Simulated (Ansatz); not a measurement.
Run report: CH$_{5}$AlOSi, single-point calculation

The run: single-point calculation of CH$_{5}$AlOSi. Method and program: RKS wB97X-V/def2-TZVPP (Ansatz 0.2.0).

The geometry comes from this level: PBE0-D4/def2-TZVP.

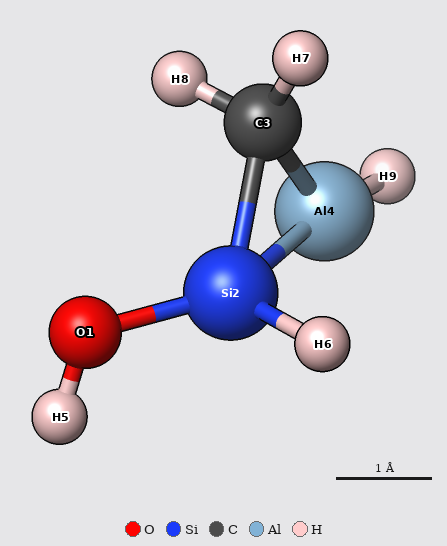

The structure as given in the input (ball-and-stick view, seen at a tilt; atoms are numbered from 1 in the order of the input). Sticks mark near contacts.

## Results in brief

```json
{"quantity": "outcome", "value": "converged"}
{"quantity": "total energy", "value": "−17638.0772 eV"}
{"quantity": "SCF solution under orbital rotations", "value": "stable"}
{"quantity": "HOMO", "value": "−8.03 eV"}
{"quantity": "LUMO", "value": "0.17 eV"}
{"quantity": "hardware", "value": "2 threads of Intel Xeon, 54 GiB of memory available, shared host"}
{"quantity": "wall time", "value": "8.5 s (CPU time 16 s)"}
{"quantity": "peak memory", "value": "0.56 GiB"}
```

## The input
```yaml
crystal:
  periodic: [false, false, false]
  atoms:
    - {symbol: O, position_ang: [-0.295680, 0.694420, -2.040651]}
    - {symbol: Si, position_ang: [0.085057, 0.739541, -0.432910]}
    - {symbol: C, position_ang: [0.687407, -0.851047, 0.350464]}
    - {symbol: Al, position_ang: [-0.816351, -0.252362, 1.475525]}
    - {symbol: H, position_ang: [-0.927785, 1.341757, -2.356924]}
    - {symbol: H, position_ang: [1.036194, 1.852269, -0.141540]}
    - {symbol: H, position_ang: [1.738241, -1.101584, 0.482706]}
    - {symbol: H, position_ang: [0.171301, -1.710704, -0.117146]}
    - {symbol: H, position_ang: [-1.589885, -0.758688, 2.763476]}
basis:
  gaussian: {orbitals: def2-TZVPP}
hamiltonian: {xc: {name: wB97X-V}}
output: {orbitals: {seedname: orbitals}}
```

Command:
```bash
ansatz run in.yaml --threads 2 --pin off --events-out ev --progress --plain --max-ram 4352MiB
```

## The program's output
```
Functional definition: wB97X-V
  name "wB97X-V"
  cite "Mardirossian & Head-Gordon, Phys. Chem. Chem. Phys. 16, 9904 (2014) doi:10.1039/C3CP54374A"
  cite "Becke, J. Chem. Phys. 107, 8554 (1997) doi:10.1063/1.475007"
  cite "Vydrov & Van Voorhis, J. Chem. Phys. 133, 244103 (2010) doi:10.1063/1.3521275"
  parameter omega = 0.3/bohr
  parameter cx = 0.167
  parameter cx1 = 0.603
  parameter cx2 = 1.194
  parameter css0 = 0.556
  parameter css1 = -0.257
  parameter cos0 = 1.219
  parameter cos1 = -1.850
  parameter b = 6.0
  parameter c = 0.01
  exchange = spin_sum(e_x_unif_sr(omega)*poly(b97_u_x, 1 - cx, cx1, cx2)) + cx*exact_x_sr(omega) + exact_x_lr(omega)
  correlation = spin_sum(e_c_pw_same_spin*poly(b97_u_same, css0, css1))
      + integral(e_c_pw_opposite_spin*poly(b97_u_opposite, cos0, cos1)) + vv10(b, c)
1205 factors; their error is unknown
286 factors; integrals over basis functions are off by at most 1.3e-5 eV
mean field evaluation 1: about -17630.3205 eV, gradient 6.2e1 eV
mean field evaluation 2: about -17630.1107 eV, gradient 6.5e1 eV
mean field evaluation 4: about -17638.0329 eV, gradient 3.3e0 eV
mean field evaluation 8: about -17638.0663 eV, gradient 4.0e-2 eV
mean field evaluation 16: about -17638.0772 eV, gradient 1.5e-4 eV
mean field -17638.07720699 eV, -648.1873818389 hartree, gradient 4.9e-5 eV, S^2 0.000000; 0 other end points of the search recorded, 0 dependent functions left out
reference -17638.07720476 eV, -648.1873817567 hartree; 23, 23 occupied and 193, 193 virtual orbitals, 1205 factors
Total energy: -17638.07720476 eV, -648.1873817567 hartree
```

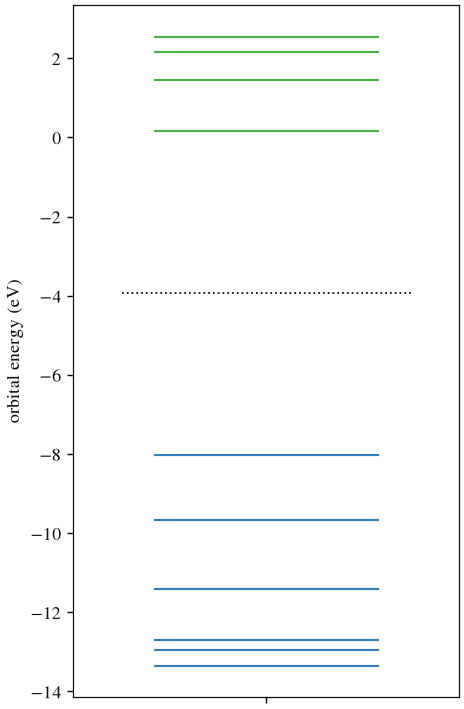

Orbital energies near the frontier; the dotted line parts filled from empty levels, and levels within 0.02 eV of each other stand side by side. Highest filled −8.03 eV, lowest empty 0.17 eV, 8.20 eV apart.
